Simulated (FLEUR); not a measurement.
Band structure of BaMg₃ (Pmm2, 4 atoms in the cell).

```
BaMg3
1.0
    3.63340     0.00000     0.00000
    0.00000     5.19982     0.00000
    0.00000     0.00000     6.71728
Ba Mg
1 3
Direct
  0.00000   0.00000   0.15934
  0.50000   0.00000   0.65900
  0.50000   0.50000   0.40545
  0.00000   0.50000   0.77620
```

Computed with LDA (Vosko-Wilk-Nusair), all-electron FLAPW (FLEUR), scalar-relativistic valence in FLEUR.

Settings: Kmax = 3.8 1/bohr; GmaxXC = 15.2 1/bohr; xcFunctional = vwn; jspins = 1; l_soc = F; mode = hist; fermiSmearingEnergy = 0.00367493 Htr; mesh (inpgen div1-3) = 7 5 4; inpgen gamma flag = true; Gmax = 15.2 1/bohr; numbands = 0; maxIterBroyd = 25; imix = Anderson; alpha = 0.05.

The starting cell comes from a database of computed structures (which also holds hypothetical and non-ambient phases and stackings), without a prior relaxation at this level. Its lattice was rescaled by a random factor within 2.5 % of one. Values depend on the basis (sphere radii, cutoffs, local orbitals), which need not be converged.

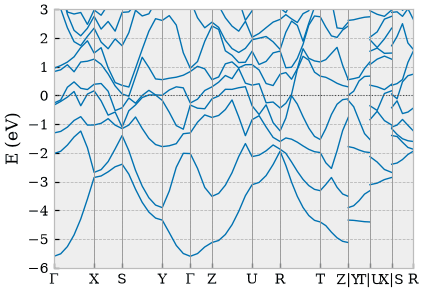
Fig. 1. Bands along the path, energies from the Fermi level.

Levels in eV from the Fermi level, bands 17 to 24:
```csv
point,17,18,19,20,21,22,23,24
Γ,-5.60,-2.02,-1.31,-0.34,-0.26,0.83,0.95,3.31
X,-2.86,-2.68,-1.03,0.16,0.39,1.26,1.47,2.34
S,-2.40,-1.40,-1.16,-1.10,-0.43,0.05,0.35,1.73
Y,-4.34,-3.91,-1.78,-0.17,0.01,0.55,2.61,3.90
Z,-5.12,-3.51,-0.77,-0.12,0.30,0.55,2.42,2.55
U,-3.11,-2.13,-0.84,-0.36,0.36,1.07,1.54,1.94
R,-1.94,-1.87,-1.60,-1.23,-0.44,0.74,1.54,1.60
T,-4.41,-3.32,-1.99,-1.53,0.67,1.17,2.74,3.18
```
